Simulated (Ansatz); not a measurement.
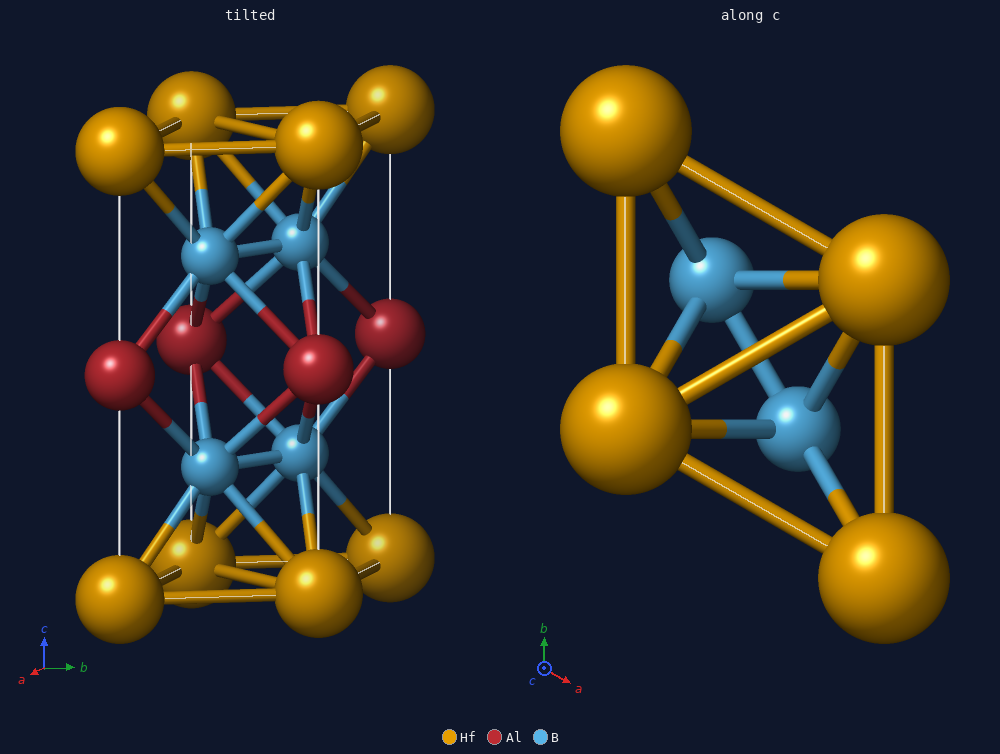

Drawn in the ball-and-stick manner and seen slightly off an axis and along the c axis. The edges of the conventional unit cell are marked.

HfAlB₄, space group P6/mmm (No. 191), a = 3.052 Å, b = 3.052 Å, c = 6.923 Å, α = 90.00°, β = 90.00°, γ = 120.00°. Provenance: a structure type filled with these elements by a generator (whether the compound takes this form wasn't checked). Earlier steps of the study may have refined or changed the cell and positions. A calculation with Ansatz used it as input.

This one geometry was computed with Ansatz (DFT, plane waves, PAW) at four levels of theory: LDA, PBE with spin-orbit coupling, PBE and r2SCAN.

**Which level gives the highest pressure at this volume, and what does that say about its equilibrium volume?**

Highest: PBE with spin-orbit coupling (-0.2 GPa) and PBE (0.0 GPa), which points to the largest equilibrium volume. Lowest, with the smallest volume: LDA (-9.5 GPa). Levels within 0.5 GPa of each other can't be told apart.

**How does the band gap change with the level of theory?**

All levels give a metal.

**Collect the results in a table.**

| level | cutoff (eV) | k-mesh of the run's cell | gap (eV) | pressure (GPa) |
| --- | --- | --- | --- | --- |
| LDA | 420 | 12×12×6 | metal | -9.5 |
| PBE with spin-orbit coupling | 420 | 12×12×6 | metal | -0.2 |
| PBE | 420 | 12×12×6 | metal | 0.0 |
| r2SCAN | 500 | 12×12×6 | metal | -2.3 |

Gaps are taken on the k-mesh or band path of each run.
